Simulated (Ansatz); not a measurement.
# (KF)3(LiCl)1 [001] superlattice, started as rocksalt type: a soft mode frozen in, part 3 of 3

Aim: this structure of (KF)3(LiCl)1 [001] superlattice, started as rocksalt type is to be tested for unstable modes, and one is followed downhill.

Ansatz 0.2.0; DFT PBEsol, scalar-relativistic, plane waves, PAW.

So far. Step 4 (The mode frozen in, largest atomic shift 0.6 Å): The run ends at a pressure of 0.24 GPa, with forces up to 0.36 eV/Å. Step 5 (Energy along the mode, all amplitudes (two of the runs …): The lowest of the steps tried is the last one, at 0.6 Å, 23.6 meV/atom below the parent; the bottom of the well need not coincide with a step.

The structure was built from a prototype and need not be the compound's stable phase.

### 7. The new phase in its own primitive cell

The relaxed structure is symmetrised, reduced to its primitive cell and relaxed tightly, as its phonons need.

The input, input.yaml:

```yaml
crystal:
  lattice:
    - [3.6028211027, 0.0, 0.0]
    - [0.0, 3.6028211027, 0.0]
    - [0.0, 0.0, 12.269315482]
  atoms:
    - { symbol: Cl, position: [0.0, 0.0, 0.7350482148] }
    - { symbol: F, position: [0.5, 0.5, 0.0323350551] }
    - { symbol: F, position: [0.0, 0.0, 0.2788373894] }
    - { symbol: F, position: [0.5, 0.5, 0.5343321185] }
    - { symbol: K, position: [0.0, 0.0, 0.9872351404] }
    - { symbol: K, position: [0.5, 0.5, 0.2383741056] }
    - { symbol: K, position: [0.0, 0.0, 0.4879002552] }
    - { symbol: Li, position: [0.5, 0.5, 0.6829192289] }
kpoints:
  mp_grid: { grid: [6, 6, 2] }
hamiltonian:
  xc: pbesol
scf:
  occupations: { method: fixed }
output:
  forces: true
  stress: true
  eigenvalues: true
relax:
  adjacent_minimum: "off"
  f_tol: 0.001
  max_steps: 60
  cell: { stress_tol: 0.01 }
```

Run with:

```console
$ ansatz run input.yaml --threads 4 --pin off --max-ram 14336MiB --backend cpu --events-out ev --progress --plain --runs-dir out
```

Numbers of over 12 decimals in the logs are rounded to 6 here.

Log:

```text
[...]
Crystal: 8 atoms, lattice volume = 159.260 Å³
Basis set: ecut = 420 eV, 3105 PW (Γ), exchange–correlation on 50×50×180 points (8 copies of the dense FFT grid, shifted against one another)
Bands: 37, of which v1, the nominal top of the filled ones, is band 29 counted from 1 (28 counted from 0)
Symmetry: 8 space group operations
[...]
k-points: 20 of 72
[...]
- [0, 3.601780, 0]
    - [1.4190772286662848e-18, 0, 12.278138]
  atoms:
    - { symbol: Cl, position: [0, 0, 0.735049] }
    - { symbol: F, position: [0.5, 0.5, 0.032329] }
    - { symbol: F, position: [0, 0, 0.278980] }
    - { symbol: F, position: [0.5, 0.5, 0.534410] }
    - { symbol: K, position: [-1.1319041157421154e-19, 0, 0.987064] }
    - { symbol: K, position: [0.5, 0.5, 0.238308] }
    - { symbol: K, position: [0, 0, 0.487940] }
    - { symbol: Li, position: [0.5, 0.5, 0.682902] }
[key lines of the parts left out:]
SCF converged after 6 iterations
Free energy (F): -8224.712174 eV
Fermi energy:    1.596614 eV
P = ⅓ Tr σ = -0.0001 GPa (-0.001 kbar)
```

Wall time 18 s (4 threads of Intel Xeon Platinum 8375C at 2.90GHz (Ice Lake), shared host); peak memory 0.57 GiB.

Little changed from the start: no atom moved by 0.005 Å and no cell edge by 0.1 %.

A gap read on the k-mesh alone can miss the band edges.

Numbers from this step:

| Item | Value |
| --- | --- |
| pressure | -1.14e-4 GPa |
| gap on the k-mesh | 4.985 eV |
| direct gap on mesh | 5.250 eV |

The largest force component left is 0.47 meV/Å and the pressure is 0.000 GPa, within the tolerances set. The cell now holds 19.91 Å³/atom.

### 8. Modes of the new phase, k-mesh 6×6×2

A relaxed structure may still be a saddle point, so its zone-centre modes are computed. The response to a homogeneous field gives the Born charges and the dielectric tensor, and its change with displacement the Raman tensors.

The input, input.yaml:

```yaml
crystal:
  lattice:
    - [3.6017802983, 0.0, 0.0]
    - [0.0, 3.6017802983, 0.0]
    - [0.0, 0.0, 12.278138474]
  atoms:
    - { symbol: Cl, position: [0.0, 0.0, 0.7350486304] }
    - { symbol: F, position: [0.5, 0.5, 0.0323292689] }
    - { symbol: F, position: [0.0, 0.0, 0.2789798605] }
    - { symbol: F, position: [0.5, 0.5, 0.5344097513] }
    - { symbol: K, position: [0.0, 0.0, 0.9870640665] }
    - { symbol: K, position: [0.5, 0.5, 0.2383076377] }
    - { symbol: K, position: [0.0, 0.0, 0.4879403466] }
    - { symbol: Li, position: [0.5, 0.5, 0.6829019459] }
kpoints:
  mp_grid: { grid: [6, 6, 2] }
hamiltonian:
  xc: pbesol
scf:
  occupations: { method: fixed }
output:
  eigenvalues: true
phonons:
  method: dfpt
  dielectric: true
  rigid_motions: translations
  raman: true
```

Log:

```text
[...]
Crystal: 8 atoms, lattice volume = 159.282 Å³
Basis set: ecut = 420 eV, 3105 PW (Γ), exchange–correlation on 50×50×180 points (8 copies of the dense FFT grid, shifted against one another)
Bands: 37, of which v1, the nominal top of the filled ones, is band 29 counted from 1 (28 counted from 0)
Symmetry: 8 space group operations
k-points: 32 of 72 (irreducible under 2 space group operations, time reversal used)
[...]
SCF iter   1: F=—  HF=-8224.740231 eV  |F-HF|=—  |Δ(HF+E_count)|=         —  Δρ=8.88e-3  dr2=9.37e-2  ethr=1.77e-3  ⟨swp⟩=4.9  Hψ=4580  notcnv=0  defer=174
[...]
SCF iter  11: F=-8224.712174 eV  HF=-8224.712174 eV  |F-HF|=7.28e-11  |Δ(HF+E_count)|=  1.06e-10  Δρ=1.53e-7  dr2=3.78e-11  ethr=1.00e-12  ⟨swp⟩=12.6  Hψ=8233  notcnv=0
SCF 1 converged in 11 iterations: F = -8224.712174 eV  dr2 = 3.78e-11
[...]
Bands: 30, of which v1, the nominal top of the filled ones, is band 29 counted from 1 (28 counted from 0)
k-points: 6 of 72 (time reversal used)
[...]
Eigensolver: Dense (6 Hₖ)
SCF iter   1: F=—  HF=-8224.607250 eV  |F-HF|=—  |Δ(HF+E_count)|=         —  Δρ=5.57e-4  dr2=1.27e-4  ethr=1.00e-1
[...]
SCF iter   8: F=-8224.607313 eV  HF=-8224.607313 eV  |F-HF|=6.73e-11  |Δ(HF+E_count)|=  9.08e-10  Δρ=9.64e-8  dr2=2.43e-11  ethr=1.00e-12
SCF 1 converged in 8 iterations: F = -8224.607313 eV  dr2 = 2.43e-11
[...]
SCF converged after 11 iterations
Free energy (F): -8224.712174 eV
[...]
Internal energy: -8224.712174 eV  (E = F + TS)
E sigma→0 (E₀):  -8224.712174 eV
Fermi energy:    1.596613 eV
[...]
--- Band table (eV; the first three rows and the last of 32) ---
  k-point 0: bands = [... 25 lower, 0.8001, 0.8001, 1.3316, 1.3316, 6.5818, 7.7706, 8.3237, 9.2798, ... 4 higher]
  k-point 1: bands = [... 25 lower, 0.8002, 0.8002, 1.3316, 1.3316, 6.9416, 7.1056, 8.8331, 9.3226, ... 4 higher]
  k-point 2: bands = [... 25 lower, 0.7016, 0.7253, 0.8301, 1.3917, 7.0954, 8.0905, 8.6878, 9.6751, ... 4 higher]
  k-point 31: bands = [... 25 lower, 0.5894, 0.5969, 0.5969, 1.0036, 8.7720, 9.5541, 9.5541, 9.6861, ... 4 higher]
[...]
ASR residual: 5.200e-4 → 0.000e0 eV/Å²; symmetrization residual: 3.199e-6 eV/Å²
[...]
ε∞ (high-frequency dielectric tensor):
        2.146531     0.000000    -0.000000
        0.000000     2.146531     0.000000
       -0.000000     0.000000     2.068617
  ε⁰ (static dielectric tensor: ions relaxed, cell fixed):
       10.569116    -0.000000     0.000000
       -0.000000    10.569116     0.000000
        0.000000     0.000000     4.923712
  ε⁰ − ε∞ (ionic part):
        8.422585    -0.000000     0.000000
       -0.000000     8.422585     0.000000
        0.000000     0.000000     2.855095
[...]
Born effective charges Z* (e; rows j = field, columns β = displacement):
    site 0:
        -1.16025    0.00000    0.00000
         0.00000   -1.16025    0.00000
         0.00000    0.00000   -0.84194
    site 1:
        -1.16558    0.00000   -0.00000
         0.00000   -1.16558    0.00000
         0.00000    0.00000   -1.12706
    site 2:
        -1.16338    0.00000    0.00000
         0.00000   -1.16338    0.00000
        -0.00000    0.00000   -1.14303
    site 3:
        -1.16507    0.00000    0.00000
         0.00000   -1.16507    0.00000
         0.00000    0.00000   -1.03817
    site 4:
         1.16769    0.00000   -0.00000
         0.00000    1.16769    0.00000
        -0.00000    0.00000    1.09666
    site 5:
         1.15712    0.00000   -0.00000
         0.00000    1.15712    0.00000
        -0.00000    0.00000    1.13261
    site 6:
         1.11522    0.00000   -0.00000
         0.00000    1.11522    0.00000
        -0.00000    0.00000    1.17601
    site 7:
         1.21425    0.00000   -0.00000
         0.00000    1.21425    0.00000
        -0.00000    0.00000    0.74492
  Z* charge neutrality: 1.228e-2 e pre-enforcement
  solved inside a basis spanned on kpoints, on 6×6×2 k-points: ε∞ is read to err by 9.8e-3, Z* by 1.2e-2 e (field_mesh: kpoints solves on kpoints); Z* is corrected for what the basis lacks
[...]
optical modes at Γ without the LO–TO term, one row a degenerate level:
      ω (cm⁻¹)  modes    IR ((D/Å)²/amu)  static Raman (Å⁴/amu)  depolarisation
         27.89      2             0.0284                 0.0000               —
         50.29      2             0.0771                 0.0003           0.750
         68.97      2             2.6583                 0.0183           0.750
         89.32      1             0.3733                 0.0143           0.329
        120.44      1             0.1918                 0.0504           0.012
        160.60      2             5.7397                 0.0348           0.750
        181.53      1             2.4664                 0.6272           0.230
        195.48      2             5.2916                 0.3587           0.750
        208.76      2             5.3777                 0.2103           0.750
        212.58      1             0.0097                 0.0176           0.108
        216.35      2             6.9227                 0.0274           0.750
        230.11      1             3.6349                 0.1695           0.566
        260.63      1             0.0101                 0.0268           0.001
        500.35      1             2.3404                 0.4019           0.042
  optical modes at Γ + LO–TO along q̂ = [1.0000, 0.0000, 0.0000]:
      ω (cm⁻¹)  modes    IR ((D/Å)²/amu)  static Raman (Å⁴/amu)  depolarisation
         27.89      1             0.0142                 0.0000               —
         28.19      1             0.0005                 0.0000               —
         50.29      1             0.0386                 0.0002           0.750
         50.63      1             0.0008                 0.0003           0.750
         68.97      1             1.3291                 0.0091           0.750
         84.69      1             0.1048                 0.0244           0.750
         89.32      1             0.3733                 0.0143           0.329
        120.44      1             0.1918                 0.0504           0.012
        160.60      1             2.8699                 0.0174           0.750
        171.49      1             0.0915                 0.1375           0.750
        181.53      1             2.4664                 0.6272           0.230
        195.48      1             2.6458                 0.1794           0.750
        200.73      1             0.0269                 0.0140           0.750
        208.76      1             2.6889                 0.1051           0.750
        212.51      1             0.0106                 0.0341           0.750
        212.58      1             0.0097                 0.0176           0.108
        216.35      1             3.4614                 0.0137           0.750
        230.11      1             3.6349                 0.1695           0.566
        260.63      1             0.0101                 0.0268           0.001
        344.18      1            12.8126                 0.0893           0.750
        500.35      1             2.3404                 0.4019           0.042
  optical modes at Γ + LO–TO along q̂ = [0.0000, 1.0000, 0.0000]:
      ω (cm⁻¹)  modes    IR ((D/Å)²/amu)  static Raman (Å⁴/amu)  depolarisation
         27.89      1             0.0142                 0.0000               —
         28.19      1             0.0005                 0.0000               —
         50.29      1             0.0386                 0.0002           0.750
         50.63      1             0.0008                 0.0003           0.750
         68.97      1             1.3291                 0.0091           0.750
         84.69      1             0.1048                 0.0244           0.750
         89.32      1             0.3733                 0.0143           0.329
        120.44      1             0.1918                 0.0504           0.012
        160.60      1             2.8699                 0.0174           0.750
        171.49      1             0.0915                 0.1375           0.750
[...]
optical modes at Γ + LO–TO along q̂ = [0.0000, 0.0000, 1.0000]:
      ω (cm⁻¹)  modes    IR ((D/Å)²/amu)  static Raman (Å⁴/amu)  depolarisation
         27.89      2             0.0284                 0.0000               —
[...]
68.97      2             2.6583                 0.0183           0.750
         94.60      1             0.0584                 0.0140           0.014
        122.72      1             0.0372                 0.1057           0.081
        160.60      2             5.7397                 0.0348           0.750
        195.48      2             5.2916                 0.3587           0.750
        197.47      1             0.2737                 0.3466           0.056
        208.76      2             5.3777                 0.2103           0.750
        212.63      1             0.0013                 0.0113           0.114
        216.35      2             6.9227                 0.0274           0.750
        260.51      1             0.0097                 0.0264           0.023
        291.76      1             5.1373                 0.0552           0.638
        518.73      1             3.5090                 0.5815           0.000
```

Run time: 2.9 min. Hardware: 4 threads; peak memory 1.9 GiB; 9.9 min of CPU time.

Numbers from this step:

| Item | Value |
| --- | --- |
| sum-rule residual before enforcement | 5.20e-4 eV/Å² |
| miss of the charge sum rule | 0.01228 e |
| estimated error of the dielectric tensor | 0.009792 |
| estimated error of the Born charges | 0.01194 e |
| point group | 4mm |
| highest optical mode at the zone centre (no LO-TO term) | 500.4 cm⁻¹ |
| lowest optical zone-centre mode | 27.89 cm⁻¹ |
| mean high-frequency dielectric constant | 2.121 |
| largest Born charge (third of the trace) | -1.157 e |
| mean static dielectric constant | 8.687 |
| top of the zone-centre spectrum with the field | 518.7 cm⁻¹ |

Without the LO-TO term. Patterns of degenerate modes are one choice out of their space. The modes at Γ (shares of kinetic energy by element, %):

| mode | frequency (cm⁻¹) | symmetry | Cl % | F % | K % | Li % |
| --- | --- | --- | --- | --- | --- | --- |
| 1 | 0.0 | acoustic | 16 | 26 | 54 | 3 |
| 2 | 0.0 | acoustic | 16 | 26 | 54 | 3 |
| 3 | 0.0 | acoustic | 16 | 26 | 54 | 3 |
| 4 | 27.9 | E | 24 | 24 | 49 | 3 |
| 5 | 27.9 | E | 24 | 24 | 49 | 3 |
| 6 | 50.3 | E | 7 | 30 | 62 | 0 |
| 7 | 50.3 | E | 7 | 30 | 62 | 0 |
| 8 | 69.0 | E | 51 | 10 | 36 | 3 |
| 9 | 69.0 | E | 51 | 10 | 36 | 3 |
| 10 | 89.3 | A1 | 11 | 29 | 55 | 4 |
| 11 | 120.4 | A1 | 9 | 23 | 67 | 1 |
| 12 | 160.6 | E | 0 | 0 | 14 | 85 |
| 13 | 160.6 | E | 0 | 0 | 14 | 85 |
| 14 | 181.5 | A1 | 43 | 10 | 47 | 0 |
| 15 | 195.5 | E | 0 | 68 | 32 | 0 |
| 16 | 195.5 | E | 0 | 68 | 32 | 0 |
| 17 | 208.8 | E | 0 | 67 | 33 | 0 |
| 18 | 208.8 | E | 0 | 67 | 33 | 0 |
| 19 | 212.6 | A1 | 11 | 69 | 11 | 9 |
| 20 | 216.3 | E | 0 | 74 | 20 | 6 |
| 21 | 216.3 | E | 0 | 74 | 20 | 6 |
| 22 | 230.1 | A1 | 8 | 60 | 32 | 0 |
| 23 | 260.6 | A1 | 1 | 62 | 33 | 4 |
| 24 | 500.4 | A1 | 1 | 21 | 1 | 78 |

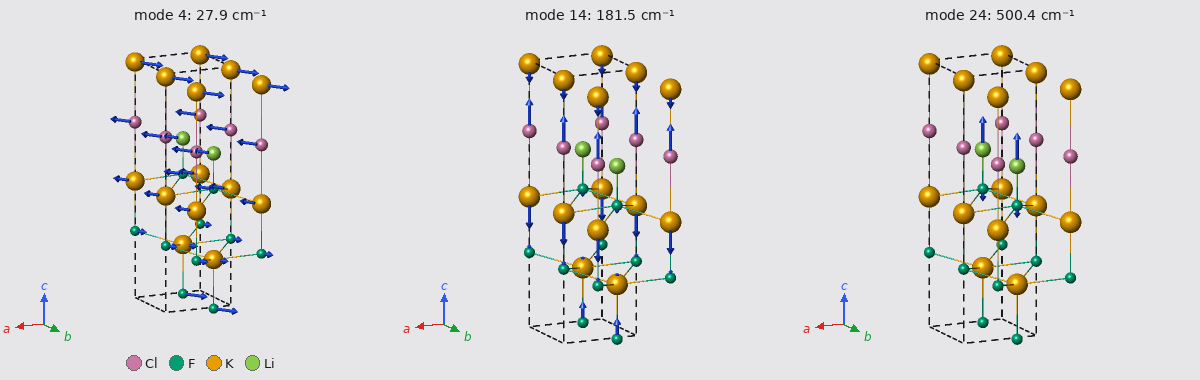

Displacement patterns of modes 4, 14 and 24 at Γ; arrows are exaggerated. 1×2×1 cells are drawn. Some periodic images of atoms are drawn too.

Optical modes at the zone centre, without and with the macroscopic field of the longitudinal modes; each column is sorted by frequency, so a row need not hold one and the same mode. Modes with and without the field, by row:

```csv
rank among optical modes,no field (cm⁻¹),"q along (1, 0, 0) (cm⁻¹)","q along (0, 0, 1) (cm⁻¹)"
1,27.9,27.9,27.9
2,27.9,28.2,27.9
3,50.3,50.3,50.3
4,50.3,50.6,50.3
5,69,69,69
6,69,84.7,69
7,89.3,89.3,94.6
8,120.4,120.4,122.7
9,160.6,160.6,160.6
10,160.6,171.5,160.6
11,181.5,181.5,195.5
12,195.5,195.5,195.5
13,195.5,200.7,197.5
14,208.8,208.8,208.8
15,208.8,212.5,208.8
16,212.6,212.6,212.6
17,216.3,216.3,216.3
18,216.3,230.1,216.3
19,230.1,260.6,260.5
20,260.6,344.2,291.8
21,500.4,500.4,518.7
```

Born charge (rows field, columns displacement) (e), principal values of the symmetric part by kind of site:

| atom | atoms with these values | low | middle | high | mean |
| --- | --- | --- | --- | --- | --- |
| Cl1 | 1 | -1.16 | -1.16 | -0.84 | -1.05 |
| F2 | 2 | -1.17 | -1.17 | -1.13 | -1.15 |
| F4 | 1 | -1.17 | -1.17 | -1.04 | -1.12 |
| K5 | 1 | 1.10 | 1.17 | 1.17 | 1.14 |
| K6 | 1 | 1.13 | 1.16 | 1.16 | 1.15 |
| K7 | 1 | 1.12 | 1.12 | 1.18 | 1.14 |
| Li8 | 1 | 0.74 | 1.21 | 1.21 | 1.06 |

In full for Cl1:

```
-1.16  0.00  0.00
 0.00 -1.16  0.00
 0.00  0.00 -0.84
```

High-frequency dielectric tensor:

```
2.15 0.00 0.00
0.00 2.15 0.00
0.00 0.00 2.07
```

Static dielectric tensor (ions relaxed, fixed cell):

```
10.57  0.00  0.00
 0.00 10.57  0.00
 0.00  0.00  4.92
```

Transverse modes. Infrared lines, with heights relative to the strongest:

```csv
position (cm⁻¹),label,relative intensity
28,E,0.4
50,E,1.1
69,E,38
89,A1,5.4
120,A1,2.8
161,E,83
182,A1,36
196,E,76
209,E,78
213,A1,0.1
216,E,100
230,A1,53
261,A1,0.1
500,A1,34
```

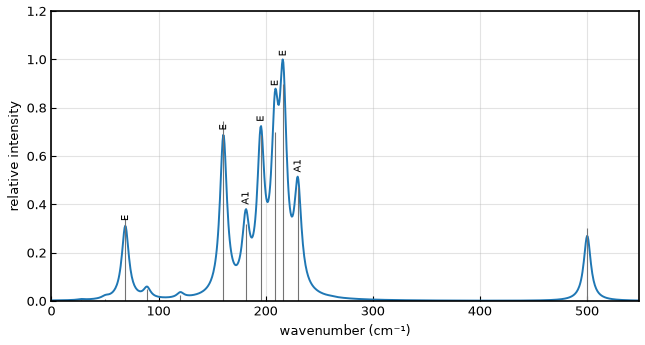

The infrared spectrum, broadened with Lorentzians of width 8 cm⁻¹; bars mark the lines.

Activity x (w_L - w)^4 (n + 1)/w, 532 nm, 300 K; modes without the macroscopic field alone. Raman lines, with heights relative to the strongest:

```csv
position (cm⁻¹),label,relative intensity
28,E,0.2
50,E,0.5
69,E,16
89,A1,7.9
120,A1,16
161,E,6.8
182,A1,100
196,E,51
209,E,27
213,A1,2.2
216,E,3.3
230,A1,18
261,A1,2.4
500,A1,14
```

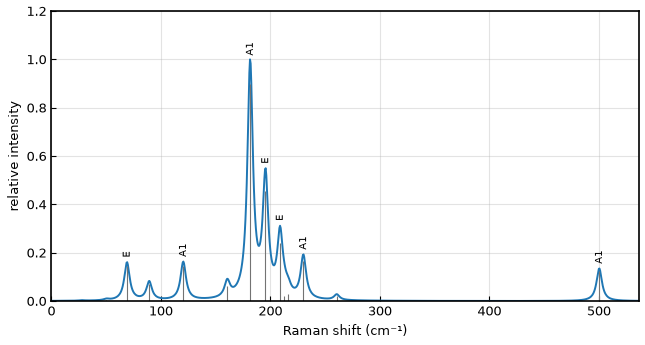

The Raman spectrum, broadened with Lorentzians of width 6 cm⁻¹; bars mark the lines.

Before it was imposed, the acoustic sum rule was missed by 5.2e-4 eV/Å² and the charge sum rule by 0.012 e. Small misses are needed for a sound result but don't prove that mesh and cutoff are converged. The lowest optical mode is real, 27.9 cm⁻¹.

### 9. The phases reached

The phases reached along the modes that were followed are set side by side.

Energies are those of the first relaxation, on the mesh of the frozen mode; space group, volume and gap are those of the last relaxation. Phases, by row:

| mode frozen in | space group | energy from parent (meV/atom) | volume (Å³/atom) | gap on mesh (eV) | lowest zone-centre optical mode (cm⁻¹) | largest shift (Å) |
| --- | --- | --- | --- | --- | --- | --- |
| parent | P4/mmm | 0 | 18.9 | 5.716 | – | – |
| q = (0, 0, 0), 172i cm⁻¹ | P4mm | -40.43 | 19.91 | 4.985 | 27.9 | 0.788 |

### 10. Results

| Quantity | Value |
| --- | --- |
| unstable mode of the parent | q = (0, 0, 0), 172i cm⁻¹ |
| depth at the lowest point sampled | 23.6 meV/atom |
| largest atomic shift at that point | 0.6 Å |
| space group reached (within 0.01 Å) | P4mm |
| energy gained over the parent (first relaxation, on the mesh of the frozen mode) | 40.4 meV/atom |
| volume per atom, phase reached | 19.9 Å³ |
| gap on the k-mesh, phase reached | 4.99 eV |
| lowest optical zone-centre mode, phase reached | 27.9 cm⁻¹ |
| highest optical mode at the zone centre (no LO-TO term), phase reached | 500 cm⁻¹ |

Along this mode the structure falls into P4mm, 40.4 meV/atom below the parent. At the parent's cell the well is 23.62 meV/atom deep on the steps tried, with its lowest point at a shift of 0.6 Å. That is the last step tried, so the steps alone don't bracket the bottom of the well. Relaxing atoms and cell changes the gain by +16.81 meV/atom against the lowest step (energies at zero smearing). The new phase has no imaginary mode at the zone centre of its cell; other wavevectors were not checked. Each path keeps the symmetry of its pattern, so a lower phase may lie along a pattern not tried. The starting cell was built on a prototype and not taken from a measurement, so the phase need not exist.

[Logs are printed without paths, hosts, clocks, repeated set-up lines and the standing remarks that a program may print on its own settings, such as how far it seeks lower states.]

[Hosts, paths, dates, database ids (printed as entryN), source tags and the programs' standing remarks are cut or masked in the printed files.]
